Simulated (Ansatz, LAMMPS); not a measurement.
## A frame of liquid Na(Cl,F) from 900 K, run at 600 K (116 atoms): a short ab initio trajectory

Aim: follow a frame of liquid Na(Cl,F) from 900 K, run at 600 K (116 atoms) for a short time with forces from DFT, then look at structure and electrons in the last frame.

Method: Kohn-Sham DFT, PBE, PAW (set soft_2), plane waves, in Ansatz 0.2.0.

**1. The starting structure**

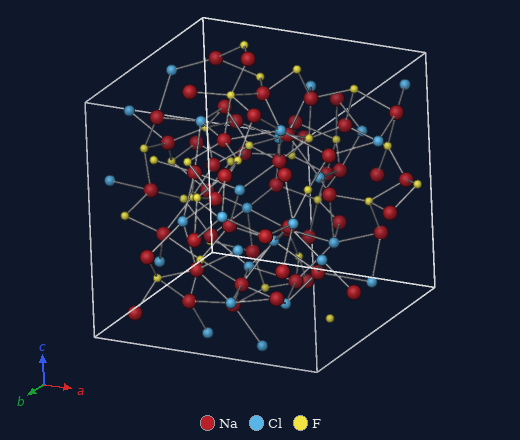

Start, viewed from a free direction; sodium red, chlorine blue, fluorine yellow. Bonds to atoms that aren't drawn are left out.

The cell holds 116 atoms: 58 Na, 27 Cl and 31 F. Cell: a = 13.922 Å, b = 13.922 Å, c = 13.922 Å, α = 90.0°, β = 90.0°, γ = 90.0°. 116 atoms (58 Na, 27 Cl, 31 F) placed at random at 1.77 g/cm³, melted at 1800 K for 10 ps at fixed volume with the Lennard-Jones and Coulomb ion parameters for SPC/E (Joung and Cheatham, J. Phys. Chem. B 112, 9020 (2008)), full charges. Snapshot at the end of a hold of 20 ps at 900 K and fixed volume.

Before any run, some limits are plain. The starting topology of bonds comes from the classical model, and needn't be the one that DFT or experiment would give. The cell was made at 900 K but the dynamics is set to 600 K: the trajectory isn't one at 900 K. The ion parameters were fitted for water, not for melts, so the starting structure of this cell may lie well off the real melt's. Sampling is at Γ alone, for a cell whose shortest periodic width is 14 Å.

**2. Dynamics at 600 K**

A Langevin thermostat couples each atom to a heat bath, at the price of damped dynamics. The time step is 1.0 fs.

input.yaml reads:

```yaml
crystal:
  lattice:
    - [13.922, 0.0, 0.0]
    - [0.0, 13.922, 0.0]
    - [0.0, 0.0, 13.922]
  atoms:
    - { symbol: Na, position: [0.44884, 0.82588, 0.43752] }
    - { symbol: Na, position: [0.50871, 0.34535, 0.58957] }
    - { symbol: Na, position: [0.93829, 0.90919, 0.53545] }
    - { symbol: Na, position: [0.08415, 0.56338, 0.79149] }
    [... 106 atom lines left out ...]
    - { symbol: F, position: [0.48633, 0.12824, 0.8983] }
    - { symbol: F, position: [0.77763, 0.9945, 0.3251] }
    - { symbol: F, position: [0.26504, 0.15195, 0.9773] }
    - { symbol: F, position: [0.10226, 0.71426, 0.71608] }
    - { symbol: F, position: [0.05858, 0.21373, 0.31893] }
    - { symbol: F, position: [0.89399, 0.68179, 0.09872] }
kpoints:
  mp_grid: { grid: [1, 1, 1] }
hamiltonian:
  xc: pbe
scf:
  occupations: { method: fixed }
output:
  forces: true
md:
  timestep: 1.0
  n_steps: 53
  ensemble: nvt_langevin
  temperature: 600
  initial_velocities: maxwell_boltzmann
  seed: 4754
```

On the command line:

```sh
$ ansatz run input.yaml --threads 4 --pin off --max-ram 8192MiB --backend cpu --events-out ev --progress --plain --runs-dir out
```

Run time: 20 min. Hardware: 4 threads of Arm Neoverse V2, shared host; peak memory 3.9 GiB.

The program notes that it switched symmetry off.

Rows from the run:

| time (fs) | T (K) | potential (meV/atom) |
| --- | --- | --- |
| 0.0 | 595 | 0.0 |
| 4.0 | 605 | -1.1 |
| 7.0 | 631 | -1.5 |
| 11.0 | 666 | -1.7 |
| 14.0 | 670 | -1.2 |
| 18.0 | 615 | 0.0 |
| 21.0 | 634 | 0.8 |
| 25.0 | 633 | 1.3 |
| 28.0 | 608 | 1.5 |
| 32.0 | 619 | 0.9 |
| 35.0 | 635 | 0.3 |
| 39.0 | 646 | -0.9 |
| 42.0 | 659 | -1.8 |
| 46.0 | 665 | -2.7 |
| 49.0 | 673 | -2.9 |
| 53.0 | 681 | -2.7 |

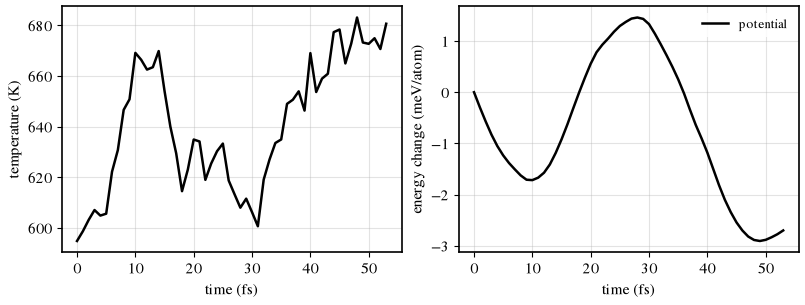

Temperature and energies against time.

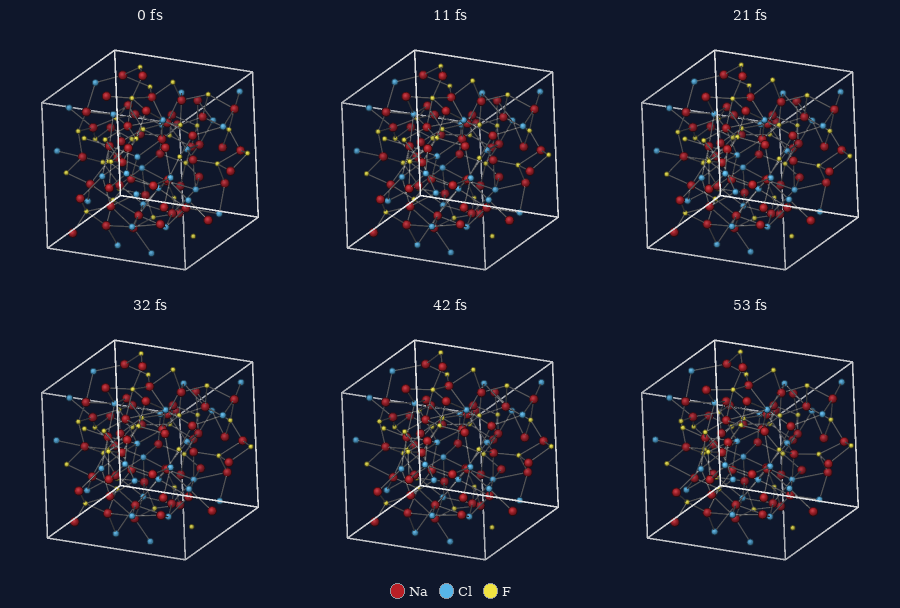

6 frames of the run. Bonds to atoms that aren't drawn are left out.

Mean square displacement from the first frame to the last: Na 0.13 Å², Cl 0.13 Å², F 0.11 Å².

Table of mean square displacement by time lag:

| time lag (fs) | Cl (Å²) | F (Å²) | Na (Å²) |
| --- | --- | --- | --- |
| 1.0 | 5.5e-5 | 7.3e-5 | 6.6e-5 |
| 3.0 | 5.0e-4 | 6.5e-4 | 5.9e-4 |
| 5.0 | 0.00137 | 0.00179 | 0.00163 |
| 7.0 | 0.00268 | 0.00346 | 0.00317 |
| 8.0 | 0.00350 | 0.00449 | 0.00412 |
| 10.0 | 0.00543 | 0.00689 | 0.00639 |
| 12.0 | 0.00777 | 0.00973 | 0.00912 |
| 15.0 | 0.0120 | 0.0147 | 0.0141 |
| 17.0 | 0.0153 | 0.0185 | 0.0179 |
| 19.0 | 0.0190 | 0.0225 | 0.0221 |
| 20.0 | 0.0209 | 0.0247 | 0.0243 |
| 22.0 | 0.0251 | 0.0291 | 0.0290 |
| 24.0 | 0.0297 | 0.0337 | 0.0341 |
| 27.0 | 0.0371 | 0.0410 | 0.0423 |

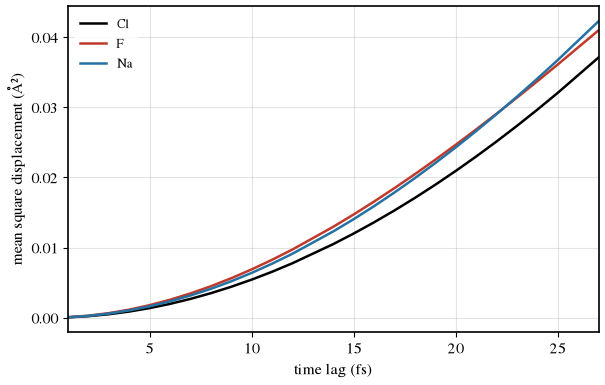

Mean square displacement against time lag.

Over the second half of 53 fs the temperature averages 650 K, rising from about 610 to 676 K (means over the first and last quarter of that half). From first frame to last Na has the largest mean square displacement, 0.13 Å² at the end; the farthest move is 0.60 Å. The run spans 0.05 ps, too short for its means to be equilibrium values.

**3. Structure statistics late in the run**

The g(r) is a mean over the second half; what follows it is taken at the last frame.

Density 1.77 g/cm³, 23.26 Å³ an atom.

Mean of 15 frames. g(r), total and by pair (bins of 0.2 Å):

| r (Å) | total | Na-Na | Na-F | Na-Cl | F-F | F-Cl | Cl-Cl |
| --- | --- | --- | --- | --- | --- | --- | --- |
| 1.90 | 0.01 | 0.00 | 0.04 | 0.00 | 0.00 | 0.00 | 0.00 |
| 2.10 | 0.52 | 0.00 | 1.96 | 0.00 | 0.00 | 0.00 | 0.00 |
| 2.30 | 1.48 | 0.00 | 5.52 | 0.00 | 0.00 | 0.00 | 0.00 |
| 2.50 | 1.27 | 0.00 | 4.06 | 0.80 | 0.00 | 0.00 | 0.00 |
| 2.70 | 1.35 | 0.12 | 1.96 | 3.44 | 0.00 | 0.00 | 0.00 |
| 2.90 | 1.07 | 0.63 | 0.78 | 2.92 | 0.41 | 0.00 | 0.00 |
| 3.10 | 0.97 | 0.84 | 0.46 | 2.06 | 1.56 | 0.36 | 0.00 |
| 3.30 | 1.09 | 1.52 | 0.29 | 1.31 | 3.22 | 0.70 | 0.12 |
| 3.50 | 1.01 | 1.32 | 0.19 | 0.77 | 1.55 | 2.24 | 1.10 |
| 3.70 | 1.13 | 1.96 | 0.15 | 0.87 | 1.40 | 1.97 | 0.99 |
| 3.90 | 1.24 | 1.66 | 0.42 | 0.72 | 1.73 | 2.33 | 2.41 |
| 4.10 | 0.94 | 1.47 | 0.52 | 0.27 | 1.27 | 1.38 | 2.08 |
| 4.30 | 0.90 | 1.12 | 0.69 | 0.36 | 0.96 | 1.35 | 2.12 |
| 4.50 | 0.97 | 1.17 | 0.95 | 0.56 | 1.45 | 0.95 | 1.28 |
| 4.70 | 0.89 | 1.03 | 0.89 | 0.75 | 0.64 | 1.10 | 0.76 |
| 4.90 | 0.92 | 0.96 | 0.95 | 0.75 | 0.87 | 1.04 | 1.05 |
| 5.10 | 0.89 | 0.73 | 1.08 | 0.80 | 0.45 | 1.01 | 1.36 |
| 5.30 | 1.02 | 0.85 | 1.43 | 1.09 | 0.50 | 0.75 | 0.81 |
| 5.50 | 1.04 | 0.57 | 1.48 | 1.48 | 0.77 | 0.74 | 0.27 |
| 5.70 | 1.06 | 0.80 | 1.49 | 1.25 | 0.49 | 0.70 | 0.90 |
| 5.90 | 1.10 | 0.78 | 1.38 | 1.52 | 0.55 | 0.74 | 0.88 |
| 6.10 | 1.00 | 0.72 | 1.02 | 1.46 | 0.88 | 0.84 | 0.67 |
| 6.30 | 0.95 | 0.86 | 0.98 | 1.10 | 0.94 | 0.89 | 0.71 |
| 6.50 | 0.97 | 1.11 | 0.83 | 0.99 | 1.31 | 0.88 | 0.72 |
| 6.70 | 1.01 | 1.10 | 0.95 | 0.88 | 1.10 | 1.31 | 0.66 |
| 6.90 | 1.02 | 1.30 | 0.77 | 0.99 | 1.07 | 1.14 | 0.80 |

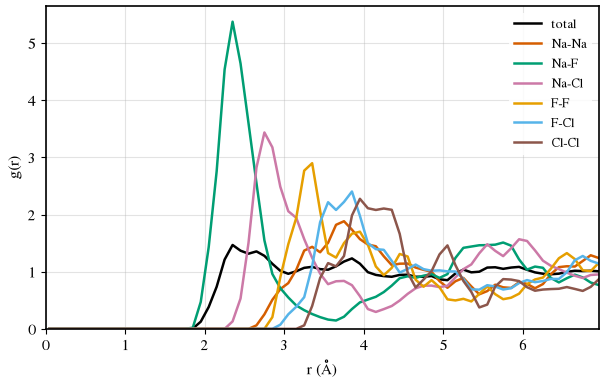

Pair distribution functions, lightly smoothed.

Bonds by pair of elements; cutoffs follow the first minimum of g(r), held within bounds set by covalent radii, and pairs that aren't listed don't count as bonded:

| pair A-B | cutoff (Å) | bonds | mean length (Å) | spread (Å) | shortest (Å) | B about A | A about B |
| --- | --- | --- | --- | --- | --- | --- | --- |
| Na-F | 2.97 | 137 | 2.43 | 0.205 | 2.01 | 2.36 | 4.42 |
| Na-Cl | 3.56 | 144 | 3.00 | 0.286 | 2.47 | 2.48 | 5.33 |

The cutoffs for Na-F and Na-Cl fall short of the minimum of g(r), so counts run low and odd coordinations can be artefacts.

How many atoms have how many bonded neighbours:

| element | mean | 3 | 4 | 5 | 6 | 7 |
| --- | --- | --- | --- | --- | --- | --- |
| Cl | 5.33 | 0 | 4 | 11 | 11 | 1 |
| F | 4.42 | 3 | 15 | 10 | 3 | 0 |
| Na | 4.84 | 3 | 15 | 29 | 10 | 1 |

Bond angles (no mean is given where the spread exceeds 20°):

| angle | count | mean (°) | spread (°) |
| --- | --- | --- | --- |
| Na-Cl-Na | 320 | - | - |
| Cl-Na-F | 287 | - | - |
| Na-F-Na | 244 | - | - |
| Cl-Na-Cl | 149 | - | - |
| F-Na-F | 124 | - | - |

Bond length by coordination (bonds to H left out):

| element | coordination | atoms | mean bond length (Å) |
| --- | --- | --- | --- |
| Cl | 4 | 4 | 2.91 |
| Cl | 5 | 11 | 2.97 |
| Cl | 6 | 11 | 3.02 |
| Cl | 7 | 1 | 3.14 |
| F | 3 | 3 | 2.28 |
| F | 4 | 15 | 2.40 |
| F | 5 | 10 | 2.48 |
| F | 6 | 3 | 2.45 |
| Na | 3 | 3 | 2.53 |
| Na | 4 | 15 | 2.59 |
| Na | 5 | 29 | 2.74 |
| Na | 6 | 10 | 2.79 |
| Na | 7 | 1 | 3.04 |

First main peaks of g(r), for some of the pairs, lie near 2.3 Å (Na-F), 2.8 Å (Na-Cl) and 3.3 Å (F-F).

**4. Single point at the last frame**

The last frame is solved again with fuller output, to read the electronic structure of a thermally displaced geometry.

input.yaml reads:

```yaml
crystal:
  lattice:
    - [13.922, 0.0, 0.0]
    - [0.0, 13.922, 0.0]
    - [0.0, 0.0, 13.922]
  atoms:
    - { symbol: Na, position: [0.41377, 0.84397, 0.44594] }
    - { symbol: Na, position: [0.51745, 0.35679, 0.59445] }
    - { symbol: Na, position: [0.94149, 0.90467, 0.54314] }
    - { symbol: Na, position: [0.09571, 0.59552, 0.8072] }
    [... 106 atom lines left out ...]
    - { symbol: F, position: [0.48868, 0.12325, 0.91191] }
    - { symbol: F, position: [0.7872, 0.00485, 0.31646] }
    - { symbol: F, position: [0.25787, 0.13299, 0.00545] }
    - { symbol: F, position: [0.12705, 0.72258, 0.72311] }
    - { symbol: F, position: [0.03937, 0.21718, 0.31507] }
    - { symbol: F, position: [0.88939, 0.68113, 0.08727] }
kpoints:
  mp_grid: { grid: [1, 1, 1] }
hamiltonian:
  xc: pbe
scf:
  occupations: { method: fixed }
output:
  forces: true
  stress: true
  populations: true
  dos:
    method: { smearing: { sigma: 0.1 } }
    de: 0.1
    projected: { site_lists: { Cl: [Cl], F: [F], Na: [Na] } }
  eigenvalues: true
  write_density: true
  write_potential: true
  volumetric_format: npy
```

Run time: 56 s. Hardware: 4 threads; peak memory 3.9 GiB.

Read from the output:

* free energy: -140574.2758 eV
* free energy per atom: -1211.8472 eV/atom
* SCF cycles: 9
* pressure: -1.675 GPa
* r.m.s. force component: 0.3125 eV/Å
* longest force: 1.296 eV/Å
* Fermi energy: 0.4397 eV
* gap (highest filled to lowest empty level): 3.073 eV
* spilling of the projection: 0.002985

Length of the force by element:

| element | coordination | atoms | mean length of the force (eV/Å) | spread | least | most |
| --- | --- | --- | --- | --- | --- | --- |
| Cl | all | 27 | 0.434 | 0.233 | 0.106 | 0.935 |
| F | all | 31 | 0.513 | 0.246 | 0.112 | 1.20 |
| Na | all | 58 | 0.488 | 0.248 | 0.106 | 1.30 |

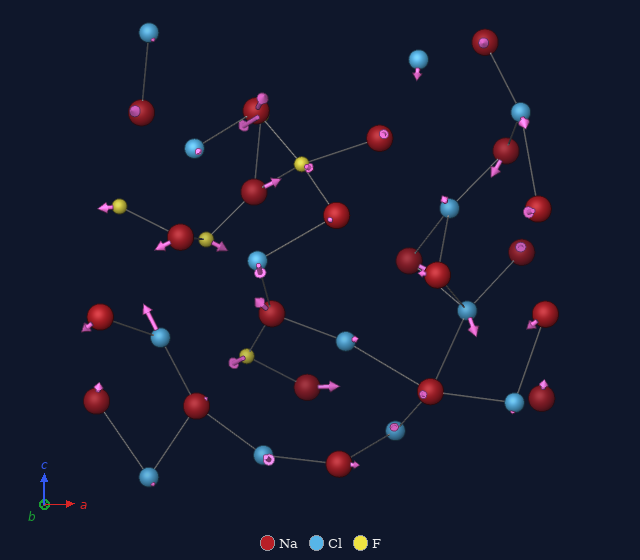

Forces as arrows; the longest in the cell is 1.30 eV/Å. Drawn is a slice 4 Å thick, seen along the normal of the ac plane. Bonds to atoms that aren't drawn are left out.

Löwdin charges by element (they lack the spilled electrons, 0.024 e an atom on average):

| element | coordination | atoms | mean charge (e) | spread | least | most |
| --- | --- | --- | --- | --- | --- | --- |
| Cl | all | 27 | -0.673 | 0.0089 | -0.691 | -0.657 |
| F | all | 31 | -0.766 | 0.0044 | -0.775 | -0.758 |
| Na | all | 58 | 0.770 | 0.0203 | 0.712 | 0.818 |

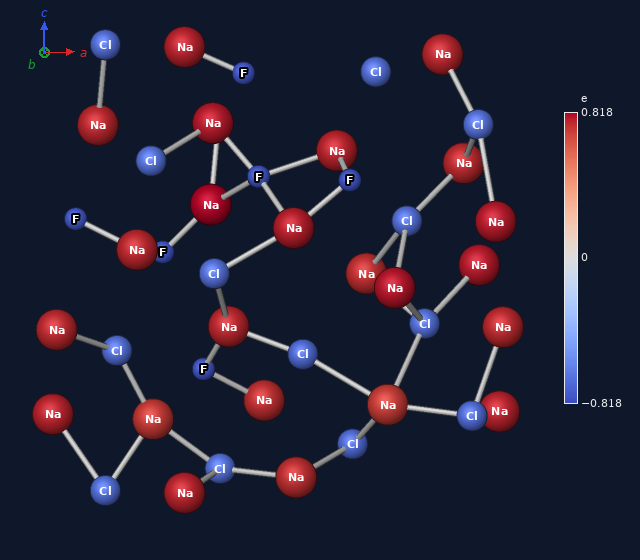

Atoms coloured by Löwdin charge. Drawn is a slice 5 Å thick, seen along the normal of the ac plane. Bonds to atoms that aren't drawn are left out.

States in the cell by windows of 1 eV, zero at the Fermi level; the larger projections on atomic orbitals stand beside the total:

| from (eV) | to (eV) | total | F p | Cl p | Na s | Cl s |
| --- | --- | --- | --- | --- | --- | --- |
| -14 | -13 | 24.5 | 0.0 | 0.0 | 1.3 | 23.2 |
| -13 | -12 | 29.4 | 0.0 | 0.0 | 1.2 | 28.1 |
| -12 | -11 | 0.1 | 0.0 | 0.0 | 0.0 | 0.1 |
| -11 | -4 | 0.0 | 0.0 | 0.0 | 0.0 | 0.0 |
| -4 | -3 | 16.9 | 15.1 | 0.9 | 0.8 | 0.0 |
| -3 | -2 | 124.0 | 94.9 | 23.3 | 4.3 | 0.1 |
| -2 | -1 | 156.6 | 57.8 | 94.1 | 3.3 | 0.1 |
| -1 | 0 | 49.6 | 12.5 | 36.2 | 0.5 | 0.0 |
| 0 | 1 | 0.9 | 0.0 | 0.9 | 0.0 | 0.0 |
| 1 | 2 | 0.0 | 0.0 | 0.0 | 0.0 | 0.0 |
| 2 | 3 | 0.3 | 0.0 | 0.0 | 0.3 | 0.0 |
| 3 | 4 | 2.7 | 0.0 | 0.1 | 2.2 | 0.2 |
| 4 | 5 | 18.0 | 0.6 | 1.0 | 14.0 | 0.7 |

With fixed occupations the program's Fermi level is the highest filled level; weight inside the gap is the broadening of levels at its edges.

Between -26 and -14 eV lie 410 more states.

About 117 of the 928 electrons lie in deeper levels, below the stored range.

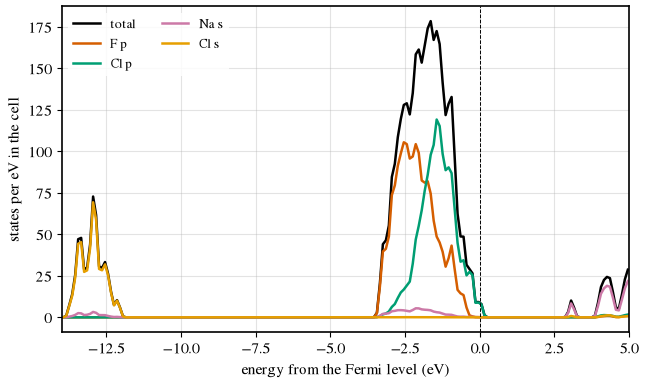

Total and projected density of states, with the broadening of the input.

The levels nearest the highest filled one (over half full), pooled over k-points and spins:

| level less the highest filled one (eV) | occupation |
| --- | --- |
| -0.515 | 2 |
| -0.426 | 2 |
| -0.331 | 2 |
| -0.270 | 2 |
| -0.249 | 2 |
| 0 | 2 |
| 3.07 | 0 |
| 4.02 | 0 |
| 4.12 | 0 |
| 4.20 | 0 |
| 4.31 | 0 |
| 4.34 | 0 |

Mean Löwdin charges: Cl -0.67, F -0.77, Na +0.77 e. The largest share in the top eV of filled states is Cl p (74 % of the projected weight), and in the lowest eV of empty states Na s (83 % of the projected weight).

**5. Summary of results**

| Item | Value |
| --- | --- |
| mean temperature, second half | 649.8 K |
| temperature swing, second half | 25.8 K |
| free energy per atom | -1211.8472 eV/atom |
| pressure | -1.675 GPa |
| r.m.s. force component | 0.3125 eV/Å |
| gap (highest filled to lowest empty level) | 3.073 eV |
| wall time of the 2 DFT runs | 21 min |

In words: Over the second half of 53 fs the temperature averages 650 K, rising from about 610 to 676 K (means over the first and last quarter of that half). The run spans 0.05 ps, too short for its means to be equilibrium values. The highest filled and lowest empty levels differ by 3.07 eV (at Γ alone); a semilocal functional tends to put such gaps too low. In a disordered cell it changes from sample to sample and from frame to frame.

Caveats: The pressure of -1.7 GPa is that of one thermal frame at a volume set beforehand, without the kinetic term.

[Logs are printed without paths, hosts, clocks, repeated set-up lines and the standing remarks that a program may print on its own settings, such as how far it seeks lower states.]

[Hosts, paths, dates, database ids (printed as entryN), source tags and the programs' standing remarks are cut or masked in the printed files.]
